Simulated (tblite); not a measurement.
## C₆H₈N₂: molecular dynamics (part 1 of 3)

- system: C₆H₈N₂
- method: GFN2-xTB Langevin dynamics, gas phase (tblite 0.8.0)

It belongs to a series of runs on one base structure; here: H on C replaced by C2H5.

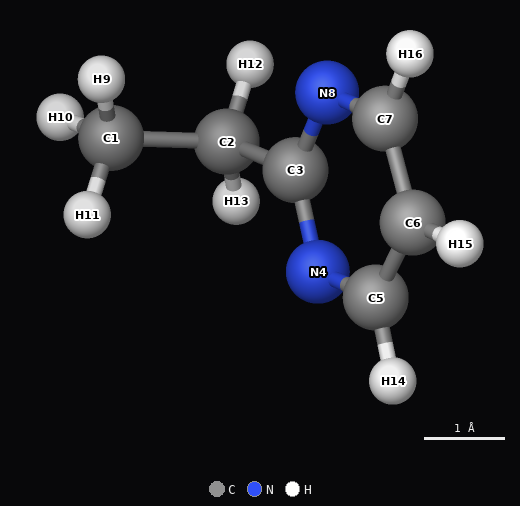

*The structure as given in the input (ball-and-stick view, seen at a tilt; atoms are numbered from 1 in the order of the input).*

Results in brief

| quantity | value |
| --- | --- |
| outcome | finished |
| mean temperature over the second half | 269 K |
| trajectory | 41 frames kept, 1000 fs |
| hardware | 1 CPU thread, shared host |
| wall time | 36 s |
| peak memory | 0.18 GiB |

Input
```
{"job": {"kind": "md", "xc": "GFN2-xTB", "basis": "xTB", "temperature": 200, "steps": 2000, "every": 50}, "charge": 0, "multiplicity": 1}
C      2.279698     0.497666     0.620268
C      1.606122    -0.492779    -0.332198
C      0.122768    -0.311914    -0.270396
N     -0.428037     0.513233    -1.152457
C     -1.732300     0.708078    -1.071915
C     -2.514860     0.084591    -0.111190
C     -1.841939    -0.760698     0.759232
N     -0.537929    -0.958689     0.682641
H      1.939663     0.325428     1.638577
H      3.359400     0.377921     0.585693
H      2.032060     1.517642     0.335679
H      1.854831    -1.511865    -0.035771
H      1.941228    -0.308780    -1.352967
H     -2.154002     1.385328    -1.804567
H     -3.578154     0.244699    -0.046807
H     -2.356146    -1.300918     1.544766
```

The first line tells a small driver script what to run in tblite; the rest is the geometry in Å.

Command:
```bash
OMP_NUM_THREADS=1 python <driver script> task.json out
```

Output
```
t/fs     T/K      E/eV
    0.0   162.6   -619.38000
   25.0   139.0   -619.15294
   50.0   146.8   -619.14759
   75.0   119.6   -619.01946
  100.0   168.7   -619.03786
  125.0   167.7   -619.03883
  150.0   170.7   -619.03049
  175.0   209.0   -619.05648
  200.0   192.5   -618.85433
  225.0   213.9   -618.68788
  250.0   262.0   -618.88720
  275.0   153.3   -618.93903
  300.0   239.2   -619.02352
  325.0   170.5   -618.86700
  350.0   238.6   -618.97450
  375.0   215.7   -618.95660
  400.0   194.5   -618.89481
  425.0   261.3   -618.93148
  450.0   272.6   -618.97041
  475.0   237.8   -618.91139
  500.0   270.5   -618.99627
  525.0   199.8   -618.83569
  550.0   200.0   -618.90501
  575.0   208.4   -618.90303
  600.0   256.3   -618.89841
  625.0   291.3   -618.79310
  650.0   304.5   -618.95390
  675.0   266.0   -618.82354
  700.0   238.7   -618.76573
  725.0   264.9   -618.96866
  750.0   323.3   -619.06249
  775.0   276.4   -618.92082
  800.0   324.5   -618.90334
  825.0   239.0   -618.95971
  850.0   257.8   -619.00699
  875.0   284.8   -619.00308
  900.0   272.5   -618.83262
  925.0   297.9   -618.75593
  950.0   293.6   -618.78612
  975.0   303.5   -618.90916
 1000.0   266.6   -618.82058
```

Trajectory as extended XYZ (Å, eV, eV/Å), 41 frames, from step=0 to step=40
```
16
Properties=species:S:1:pos:R:3:forces:R:3 step=0 time_fs=0.0 energy=-619.38000 temperature=162.6
C     2.2797    0.4977    0.6203    0.0010  -0.0017  -0.0029
C     1.6061   -0.4928   -0.3322    0.0007   0.0008   0.0022
C     0.1228   -0.3119   -0.2704    0.0042  -0.0004  -0.0078
N    -0.4280    0.5132   -1.1525    0.0026   0.0038  -0.0034
C    -1.7323    0.7081   -1.0719    0.0011  -0.0002  -0.0015
C    -2.5149    0.0846   -0.1112   -0.0030  -0.0019  -0.0009
C    -1.8419   -0.7607    0.7592    0.0048  -0.0017  -0.0001
N    -0.5379   -0.9587    0.6826    0.0064   0.0032  -0.0047
H     1.9397    0.3254    1.6386    0.0031   0.0051   0.0031
H     3.3594    0.3779    0.5857    0.0047  -0.0052  -0.0006
H     2.0321    1.5176    0.3357    0.0018   0.0022   0.0054
H     1.8548   -1.5119   -0.0358   -0.0080   0.0031   0.0015
H     1.9412   -0.3088   -1.3530   -0.0020  -0.0053   0.0064
H    -2.1540    1.3853   -1.8046   -0.0074   0.0008   0.0001
H    -3.5782    0.2447   -0.0468   -0.0076  -0.0008   0.0017
H    -2.3561   -1.3009    1.5448   -0.0023  -0.0018   0.0016
16
Properties=species:S:1:pos:R:3:forces:R:3 step=1 time_fs=25.0 energy=-619.15294 temperature=139.0
C     2.3166    0.5523    0.6129    0.7420  -0.8304  -2.6095
C     1.5976   -0.4573   -0.3129    0.1051  -0.0255  -0.0822
C     0.1164   -0.3381   -0.2390   -0.1739  -0.3356   0.7444
N    -0.4161    0.4690   -1.1270    0.1203   0.9033  -0.7964
C    -1.7006    0.7388   -1.0794   -0.2786  -0.7283   0.5937
C    -2.5139    0.0843   -0.1414   -0.9488   0.9161  -0.5217
C    -1.8899   -0.7776    0.7368    0.6316  -0.6812   0.0796
N    -0.5718   -0.9881    0.6994   -0.1245   0.3240  -0.2370
H     2.0816    0.3390    1.5883   -0.6079  -0.1946   2.2100
H     3.3791    0.3537    0.4477   -0.0117   0.3558   0.1782
H     2.0762    1.5493    0.3130   -0.1142   0.5523   0.0514
H     1.9121   -1.4554   -0.0297   -0.0332  -0.2234   0.0645
H     1.8590   -0.2777   -1.3599    0.1555   0.0541   0.1519
H    -2.0835    1.4434   -1.8092    0.0035  -0.1045   0.0901
H    -3.5930    0.3307   -0.1611    0.7552  -0.4574   0.3184
H    -2.3734   -1.4206    1.4772   -0.2204   0.4754  -0.2354
16
Properties=species:S:1:pos:R:3:forces:R:3 step=2 time_fs=50.0 energy=-619.14759 temperature=146.8
C     2.3555    0.5931    0.5769    0.0828  -1.2053   0.4591
C     1.6115   -0.4729   -0.2537    0.0025  -0.4014   0.4522
C     0.1191   -0.3263   -0.2096    0.0706  -0.5474   0.4750
N    -0.4117    0.4716   -1.1007    0.5073   0.8119  -1.0733
C    -1.6971    0.7225   -1.0871   -0.4717  -0.3729   0.8685
C    -2.5343    0.1163   -0.1401    0.3451   0.4096  -0.3878
C    -1.9097   -0.8243    0.6689    0.1531   0.3841   0.4267
N    -0.6078   -1.0097    0.6736    0.8695  -0.0661  -0.4023
H     2.2236    0.3918    1.6629   -0.0048   0.2122  -0.7170
H     3.4285    0.4846    0.3469   -0.5031   0.4362   0.1136
H     1.9465    1.5548    0.3320    0.2169   0.4284  -0.0481
H     1.8886   -1.4778    0.0835   -0.1053   0.1385   0.1762
H     1.9139   -0.4014   -1.2874    0.0650   0.2435  -0.3816
H    -2.0524    1.4478   -1.8007   -0.0910   0.0289  -0.1178
H    -3.5438    0.4750   -0.0576   -0.2438  -0.4491   0.1047
H    -2.3330   -1.4153    1.4572   -0.8929  -0.0511   0.0520
16
Properties=species:S:1:pos:R:3:forces:R:3 step=3 time_fs=75.0 energy=-619.01946 temperature=119.6
C     2.3197    0.6401    0.5617   -1.0629  -0.7036   0.7180
C     1.6144   -0.5401   -0.1892   -0.3291  -0.0299   1.2319
C     0.1127   -0.3207   -0.2237    0.5491  -0.0916  -0.2800
N    -0.3875    0.5205   -1.1455   -0.2309  -0.3121   1.0899
C    -1.6990    0.7366   -1.0662    0.1996  -0.0763  -0.0628
C    -2.5236    0.1186   -0.1317   -0.1505  -0.8929  -0.5292
C    -1.8890   -0.8164    0.6949   -0.7158  -0.4658  -0.0553
N    -0.5961   -1.0318    0.6567    0.6022   0.7329  -0.3745
H     2.1160    0.6096    1.7043    0.2499   0.0343  -1.9719
H     3.3850    0.5313    0.3826   -0.0606   0.3339   0.1315
H     1.8952    1.5570    0.1246    0.5311  -0.2200   0.4017
H     1.8392   -1.5095    0.2935   -0.2815   0.4824   0.1235
H     2.0002   -0.6330   -1.1777    0.2015   0.3488  -0.8693
H    -2.1360    1.4004   -1.8072    0.2090  -0.0320   0.0055
H    -3.6054    0.1316   -0.3036    0.4887   0.2958   0.6282
H    -2.3957   -1.5349    1.3530   -0.1998   0.5958  -0.1871
16
Properties=species:S:1:pos:R:3:forces:R:3 step=4 time_fs=100.0 energy=-619.03786 temperature=168.7
C     2.2654    0.6668    0.4827   -2.2517  -0.5975   0.3178
C     1.6295   -0.5582   -0.1989   -0.7696   0.0104  -0.3791
C     0.1199   -0.3558   -0.2229    0.7398   0.1666  -0.2905
N    -0.3679    0.5579   -1.0566   -0.0333  -0.1104  -0.0475
C    -1.6737    0.7720   -1.0163    0.0734  -0.2793   0.1863
C    -2.5230    0.0163   -0.2242   -0.1909   0.5845   1.0910
C    -1.8928   -0.8466    0.6593   -0.6560  -0.3763   1.1100
N    -0.5967   -1.0068    0.6788    0.7460  -0.5331  -0.1338
H     1.8160    0.8196    1.4930    0.4058  -0.2196  -0.7157
H     3.2808    0.4800    0.5538    1.8762   0.0991   0.1959
H     2.0015    1.5012   -0.1253    0.2240   0.7810  -0.2661
H     1.8423   -1.4464    0.3755   -0.0063  -0.3265   0.2150
H     2.0043   -0.7278   -1.2370   -0.2301   0.4424   0.7140
H    -2.0627    1.5984   -1.5772    0.0274   0.2285  -0.4012
H    -3.5317    0.3282    0.0175   -0.0942  -0.2963  -0.6571
H    -2.4044   -1.3732    1.5040    0.1396   0.4263  -0.9390
16
Properties=species:S:1:pos:R:3:forces:R:3 step=5 time_fs=125.0 energy=-619.03883 temperature=167.7
C     2.2304    0.6986    0.3944    1.4752  -0.9847  -1.6523
C     1.6102   -0.5435   -0.2207   -0.6527  -0.6706  -0.4569
C     0.1161   -0.3652   -0.1630    1.2961   1.0770  -1.0881
N    -0.3383    0.5693   -0.9873   -0.7246   0.3314  -0.2377
C    -1.6471    0.7911   -0.9669    0.6161   0.2385  -1.0716
C    -2.4919    0.0785   -0.1668   -0.7194  -0.8380   0.7084
C    -1.9072   -0.8715    0.6476    0.0976  -0.2917  -0.1944
N    -0.6028   -1.0632    0.6492   -0.4042  -1.3175   1.1862
H     1.6547    0.9540    1.2137   -0.5925   0.5115   1.8991
H     3.2755    0.4305    0.6136   -0.3962   0.5850   0.2228
H     2.1807    1.5054   -0.3097    0.1662   0.4439  -0.3313
H     1.8650   -1.4045    0.3937    0.0619  -0.1917  -0.1529
H     1.8885   -0.7158   -1.2904    0.0030   0.2050   0.8990
H    -2.0323    1.4428   -1.7436    0.0985   0.2815   0.1725
H    -3.5623    0.0898   -0.1747   -0.2896   0.5156  -0.2247
H    -2.4936   -1.5910    1.1984   -0.0354   0.1049   0.3220
16
Properties=species:S:1:pos:R:3:forces:R:3 step=6 time_fs=150.0 energy=-619.03049 temperature=170.7
C     2.3130    0.7470    0.3203    1.1037   0.7402  -1.4175
C     1.6253   -0.5080   -0.1650   -1.0431  -1.0179   2.2221
C     0.1087   -0.3493   -0.1128    0.9356   0.0489  -0.9805
N    -0.3658    0.5885   -0.9187   -0.2136   0.7392  -0.4574
C    -1.6773    0.7908   -0.9961    0.8146   0.2702   0.6355
C    -2.5090    0.0561   -0.1803   -0.1585  -0.5912   0.3115
C    -1.9303   -0.9229    0.6174    0.7403   0.2155  -0.1472
N    -0.6173   -1.1629    0.6097   -0.7200  -0.0574   0.7556
H     1.9169    1.0873    1.2682    0.3433  -0.0173   0.0800
H     3.4508    0.6492    0.2906   -1.5417  -0.0270   0.4665
H     2.0818    1.4894   -0.4801    0.1136  -0.0724   0.8540
H     1.8946   -1.4176    0.4350   -0.1737   0.7421  -0.4316
H     1.8513   -0.6517   -1.1706    0.5890  -0.4467  -1.6682
H    -2.0192    1.6628   -1.5541    0.1290  -0.4428  -0.1671
H    -3.5608    0.1883   -0.1392   -0.6434   0.2353  -0.0581
H    -2.4876   -1.4728    1.3504   -0.2750  -0.3188   0.0024
16
Properties=species:S:1:pos:R:3:forces:R:3 step=7 time_fs=175.0 energy=-619.05648 temperature=209.0
C     2.3477    0.8078    0.2363   -1.0991   0.4849   1.5463
C     1.6206   -0.4762   -0.0862   -1.1372  -0.7160   0.0748
C     0.1116   -0.3522   -0.1526    0.8098   0.5424   0.8302
N    -0.3503    0.6109   -0.9250   -0.0333  -0.0180  -0.2663
C    -1.6468    0.7684   -0.9063   -1.2096   0.8679  -1.0068
C    -2.5575    0.0073   -0.2019    0.7519  -0.9942   0.7915
C    -1.9511   -0.9935    0.5763   -0.3340  -0.0603  -0.1432
N    -0.6276   -1.1130    0.6400   -0.4591  -0.4922  -0.2203
H     2.2987    0.9959    1.3772    0.0511  -0.0097  -1.9176
H     3.3364    0.6807   -0.0719    1.7207  -0.1248  -0.0533
H     1.9724    1.6493   -0.3434   -0.3352  -0.0040   0.3422
H     1.8098   -1.2127    0.6829    0.2553  -0.3097   0.1616
H     1.9240   -0.8956   -1.0447    0.1831   0.1343  -0.1201
H    -2.0735    1.5182   -1.5774    0.3799   0.1425   0.0890
H    -3.6172    0.1737   -0.2673   -0.0080  -0.0902   0.0560
H    -2.5422   -1.7606    1.1156    0.4639   0.6473  -0.1639
16
Properties=species:S:1:pos:R:3:forces:R:3 step=8 time_fs=200.0 energy=-618.85433 temperature=192.5
C     2.2767    0.8456    0.1279   -0.6940  -0.4550   0.9987
C     1.6052   -0.5140    0.0345   -0.2152  -0.2736  -2.7236
C     0.1281   -0.2832   -0.0697   -0.5664  -1.1729  -0.2023
N    -0.3851    0.6028   -0.9478    1.9360  -0.0804   1.0290
C    -1.6602    0.8444   -0.9215   -1.2365  -1.3611   0.0297
C    -2.5063   -0.0047   -0.2010   -1.2749  -0.1339   1.1427
C    -1.9024   -1.0416    0.5425   -0.7299  -0.0023   0.1486
N    -0.5817   -1.1775    0.6381   -0.8289   1.0120  -0.5768
H     2.1922    1.2273    1.1457   -0.1625   0.0422  -0.0109
H     3.2941    0.7980   -0.0929    1.6381  -0.1214  -0.4644
H     1.7806    1.5089   -0.5446   -0.2234   0.4533  -0.3975
H     1.8241   -1.2536    0.7856    0.0643   0.1524   0.4606
H     1.8600   -1.0510   -0.9893   -0.1361   1.0527   1.5860
H    -2.0497    1.5590   -1.6254    0.0098   0.3195   0.0164
H    -3.6308    0.1639   -0.0939    1.6809  -0.2635  -0.4067
H    -2.5319   -1.7940    1.0983    0.7386   0.8320  -0.6297
16
Properties=species:S:1:pos:R:3:forces:R:3 step=9 time_fs=225.0 energy=-618.68788 temperature=213.9
C     2.2781    0.9499    0.0183    2.4134  -1.9556  -1.6853
C     1.6356   -0.4456    0.0492   -0.0452  -1.6947  -1.8485
C     0.1408   -0.3510   -0.1159   -0.0661  -0.8748   1.7478
N    -0.3410    0.6220   -0.8345   -0.0390   0.4841  -1.0714
C    -1.6479    0.7266   -0.9239   -0.2389   0.5644   0.7350
C    -2.5330   -0.0136   -0.1462    0.6508  -0.5341  -0.8242
C    -1.9750   -1.0627    0.5457    2.4450   0.8761   0.0580
N    -0.6364   -1.1801    0.5992   -0.0522  -0.3936  -0.2536
H     2.1694    1.4078    0.9259   -1.0122   1.3298   2.1322
H     3.4224    0.7885    0.0309   -1.4494   0.2693  -0.7406
H     1.9488    1.5877   -0.8229    0.2721  -0.6677   0.5611
H     1.8890   -1.0998    0.8997   -0.1687   0.8102   0.1028
H     1.9715   -1.1775   -0.8375   -0.3793   1.7740   1.1794
H    -1.9534    1.5793   -1.4923   -0.4328   0.2394  -0.4182
H    -3.5742    0.0664   -0.2072   -1.1694   0.4321  -0.0822
H    -2.4691   -1.7147    1.2072   -0.7281  -0.6589   0.4079
16
Properties=species:S:1:pos:R:3:forces:R:3 step=10 time_fs=250.0 energy=-618.88720 temperature=262.0
C     2.3609    0.9430   -0.0349    0.8079  -0.4582   0.6066
C     1.6355   -0.4153    0.0811   -0.1134  -0.6735  -0.8707
C     0.1449   -0.3103   -0.0977   -0.6540  -1.9310   1.3030
N    -0.4121    0.6257   -0.7911    0.6267   1.7405  -0.8480
C    -1.7199    0.7843   -0.8701    0.2707   0.5320  -0.9911
C    -2.5465   -0.0716   -0.2059   -1.5019  -0.0370   0.5358
C    -1.9281   -1.0275    0.5723    1.7171  -1.4937  -0.3874
N    -0.5923   -1.2697    0.5488   -1.1883   1.5313   0.1595
H     2.0816    1.5920    0.8090   -0.3299  -0.0610  -0.5608
H     3.4682    0.7739    0.1641   -1.1924   0.1703  -0.8285
H     2.1399    1.4252   -1.0273    0.4043  -0.5541   1.2362
H     1.7727   -1.0300    0.9885    0.2044   0.8477   0.0359
H     2.0093   -1.1196   -0.7044   -0.1835   0.6271   0.1291
H    -2.0375    1.6050   -1.5424    0.0465  -0.5730   0.4857
H    -3.6488   -0.0557   -0.2087    0.7112   0.3256  -0.0846
H    -2.5526   -1.7390    1.1089    0.3747   0.0068   0.0794
16
Properties=species:S:1:pos:R:3:forces:R:3 step=11 time_fs=275.0 energy=-618.93903 temperature=153.3
C     2.3384    0.9001   -0.0503   -1.2355   0.2726   1.3951
C     1.6179   -0.4366    0.0499   -1.2537   0.8636   1.6855
C     0.1381   -0.2509   -0.0688   -0.8790  -0.8720   0.4648
N    -0.3706    0.7634   -0.7632   -0.3119  -0.9151   0.2714
C    -1.6964    0.7748   -0.8084    0.1766   0.9318  -1.2432
C    -2.5348   -0.1343   -0.2019   -0.8121   0.3603   0.3313
C    -1.9344   -1.1691    0.4757    0.7214  -0.5740   1.2045
N    -0.6004   -1.1984    0.5645   -0.1026   0.1475  -0.6361
H     1.8977    1.6568    0.6676    0.3374  -0.8188  -0.8877
H     3.3367    0.7448    0.2451    1.3029   0.0532   0.0569
H     2.2433    1.2495   -1.0540    0.0813   0.3859  -0.4236
H     1.7368   -1.0280    0.9694    0.2985   0.6156   0.2532
H     1.9502   -1.1008   -0.6714    0.5899  -1.0846  -1.8569
H    -2.0987    1.5270   -1.5062    0.0468  -0.0893   0.6102
H    -3.6007    0.0681   -0.1499    0.1520  -0.3292  -0.3294
H    -2.5102   -1.9650    1.0572    0.8879   1.0527  -0.8961
16
Properties=species:S:1:pos:R:3:forces:R:3 step=12 time_fs=300.0 energy=-619.02352 temperature=239.2
C     2.3354    0.8751   -0.0964   -0.2690   1.3407  -0.4140
C     1.6289   -0.4112    0.0030   -1.8472  -0.1390   0.6351
C     0.1316   -0.2670   -0.0208   -0.7271   0.2300  -0.1117
N    -0.4113    0.7647   -0.7034   -0.0208  -0.6870   0.8143
C    -1.7356    0.8491   -0.7775    0.1181  -1.2788   0.2380
C    -2.5590   -0.2001   -0.3110    1.7428   0.1584   0.3436
C    -1.8833   -1.1529    0.4715   -0.4132  -0.5244  -0.2928
N    -0.5719   -1.1919    0.6624   -0.0345   1.0737  -0.9207
H     1.9418    1.6208    0.5820   -0.2041   0.0883   0.0940
H     3.3271    0.7022    0.1528    2.0443  -0.1412   0.5498
H     2.3430    1.2895   -1.0923   -0.3397   0.1148  -0.3408
H     1.8731   -0.9291    0.9048    0.1209  -0.2582   0.9423
H     1.9063   -1.0827   -0.7546    0.3651  -0.8173  -1.4071
H    -2.1319    1.7174   -1.2738   -0.0484   0.1205  -0.1237
H    -3.5859   -0.3066   -0.5569   -0.5154   0.1686   0.0903
H    -2.4045   -2.0177    0.9100    0.0282   0.5507  -0.0964
```
